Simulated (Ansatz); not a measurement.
# B3LYP/6-31G(d) (spherical functions) run of BNH3Cl (SMILES NBCl)

What is the electronic atomisation energy of BNH3Cl at B3LYP/6-31G* (spherical functions)? 

The calculation is run with Ansatz 0.2.0.

61 further runs of the same task are left out: 61 set aside as unsound or not needed.

## 1. Starting point

BNH3Cl: 6 atoms, total charge 0, spin state singlet. SMILES: `NBCl`. The coordinates come from a PBE0-D4/def2-TZVP relaxation.

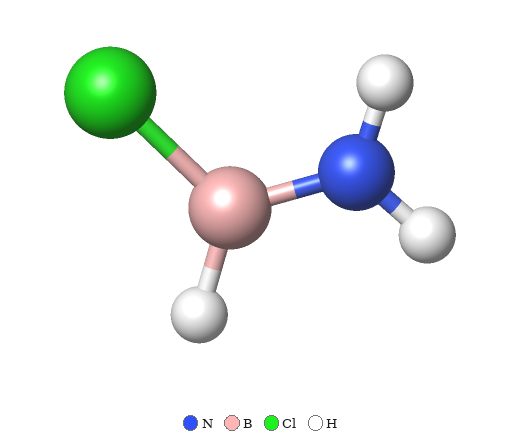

Viewed from a chosen angle; nitrogen blue, boron pink, chlorine green, hydrogen white.

## 2. The energy at B3LYP/6-31G(d) (spherical functions)

Input file molecule.yaml:

```yaml
basis:
  gaussian: {orbitals: 6-31G_st_-spherical.json}
crystal:
  periodic: [false, false, false]
  atoms:
    - {symbol: N, position_ang: [-0.395600, -0.007800, -0.658000]}
    - {symbol: B, position_ang: [0.369600, -0.158900, 0.483700]}
    - {symbol: Cl, position_ang: [0.529900, 1.189300, 1.616000]}
    - {symbol: H, position_ang: [-0.511800, -0.749300, -1.326600]}
    - {symbol: H, position_ang: [-0.878600, 0.844500, -0.888200]}
    - {symbol: H, position_ang: [0.928800, -1.181900, 0.727100]}
hamiltonian: {xc: {name: B3LYP}}
accuracy: high
output: {orbitals: {seedname: orbitals}}
```

The basis set 6-31G* is read from a file made from the Basis Set Exchange's data (not shown).

Launch:

```sh
ansatz run molecule.yaml --threads 1 --pin off --max-ram 3480MiB --events-out events.jsonl --progress --plain --runs-dir runs
```

Log:

```text
Warning: RAYON_NUM_THREADS=1 ignored (pool sized by the plan → 1); use --threads N
Functional definition: B3LYP
  name "B3LYP"
  parameter a0 = 0.2
  parameter ax = 0.72
  parameter ac = 0.81
  exchange = (1 - a0 - ax)*slater_x + ax*b88_x + a0*exact_x
  correlation = (1 - ac)*vwn_rpa_c + ac*lyp_c
1156 factors; integrals over basis functions are off by at most 3.3e-9 eV
mean field evaluation 1: about -14735.4098 eV, gradient 4.8e1 eV
mean field evaluation 2: about -14728.9382 eV, gradient 7.0e1 eV
mean field evaluation 4: about -14740.0095 eV, gradient 1.7e0 eV
mean field evaluation 8: about -14740.0155 eV, gradient 1.1e-1 eV
mean field evaluation 16: about -14740.0156 eV, gradient 8.0e-7 eV
mean field -14740.01557708 eV, -541.6855813162 hartree, gradient 1.8e-8 eV, S^2 0.000000; 0 other end points of the search recorded, 0 dependent functions left out
reference -14740.01560968 eV, -541.6855825144 hartree; 16, 16 occupied and 36, 36 virtual orbitals, 1156 factors
Total energy: -14740.01560968 eV, -541.6855825144 hartree
```

Run time: 2.7 s. Hardware: 1 thread of Arm Neoverse V1, shared host; peak memory 0.14 GiB.

## 3. The B atom at the same level

Input file molecule.yaml:

```yaml
crystal:
  periodic: [false, false, false]
  atoms:
    - {symbol: B, position_ang: [0.000000, 0.000000, 0.000000]}
basis:
  gaussian:
    orbitals: 6-31G_st_-spherical.json
hamiltonian:
  xc: {name: B3LYP}
accuracy: high
magnetization:
  spin_polarized: true
  initial_magnetization: 1
```

The basis set 6-31G* is read from a file made from the Basis Set Exchange's data (not shown).

Run the same way, it converges to -24.65384 Eh (log not shown).

## 4. The Cl atom, same level

Input file input.yaml:

```yaml
crystal:
  periodic: [false, false, false]
  atoms:
    - {symbol: Cl, position_ang: [0.000000, 0.000000, 0.000000]}
basis:
  gaussian:
    orbitals: 6-31G_st_-spherical.json
accuracy: high
hamiltonian:
  xc: {name: B3LYP}
magnetization:
  spin_polarized: true
  initial_magnetization: 1
```

The basis set 6-31G* is read from a file made from the Basis Set Exchange's data (not shown).

Run the same way, it converges to -460.13279 Eh (log not shown).

## 5. The H atom at the same level

Input file job.yaml:

```yaml
crystal:
  periodic: [false, false, false]
  atoms:
    - {symbol: H, position_ang: [0.000000, 0.000000, 0.000000]}
basis:
  gaussian:
    orbitals: "6-31G*"
magnetization:
  spin_polarized: true
  initial_magnetization: 1
hamiltonian:
  xc: {name: B3LYP}
accuracy: high
```

Run the same way, it converges to -0.50027 Eh (log not shown).

## 6. The N atom, same level

Input file input.yaml:

```yaml
crystal:
  periodic: [false, false, false]
  atoms:
    - {symbol: "N", position_ang: [0.000000, 0.000000, 0.000000]}
basis:
  gaussian:
    orbitals: 6-31G_st_-spherical.json
magnetization:
  spin_polarized: true
  initial_magnetization: 3
hamiltonian:
  xc: {name: B3LYP}
accuracy: high
```

The basis set 6-31G* is read from a file made from the Basis Set Exchange's data (not shown).

Run the same way, it converges to -54.58288 Eh (log not shown).

## 7. Results

At B3LYP/6-31G* (spherical functions):

```
                     quantity          value
       molecule: total energy  -541.68558 Eh
        molecule: HOMO energy       -7.89 eV
        molecule: LUMO energy        0.46 eV
      molecule: HOMO–LUMO gap        8.35 eV
         B atom: total energy   -24.65384 Eh
                 B atom: ⟨S²⟩          0.752
        Cl atom: total energy  -460.13279 Eh
                Cl atom: ⟨S²⟩          0.752
         H atom: total energy    -0.50027 Eh
                 H atom: ⟨S²⟩          0.750
         N atom: total energy   -54.58288 Eh
                 N atom: ⟨S²⟩          3.752
electronic atomisation energy      22.185 eV
```

What this shows: Taking the molecule apart into free atoms costs 22.18 eV (2140 kJ/mol), before zero-point energy and without spin-orbit coupling.
